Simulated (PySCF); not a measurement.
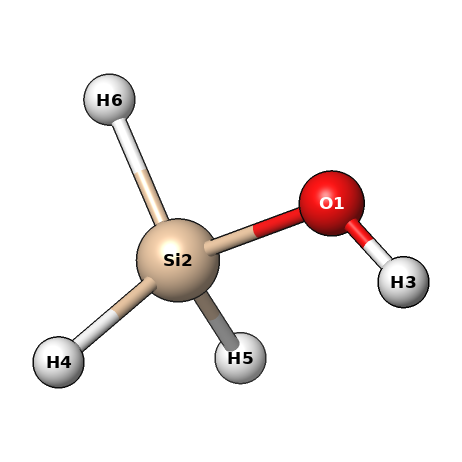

Computed geometry: GFN2-xTB optimisation. No frequency run is at hand to confirm it as a minimum. Properties computed with delta-SCF UKS SCAN, pcX-2 on the ionised atom, pcseg-1 elsewhere, spin-free X2C (PySCF 2.14.0).

Give the core-electron binding energies (to vacuum; p and d levels without spin–orbit splitting) of O1 1s, Si2 1s, Si2 2p.

```
atom  level  binding energy (eV)
  O1     1s                538.7
 Si2     1s               1847.3
 Si2     2p                107.7
```

The geometry is semi-empirical. Around Si such bond lengths and angles can be off by a tenth of an ångström or more and by several degrees, and values that hang on the shape move with them.
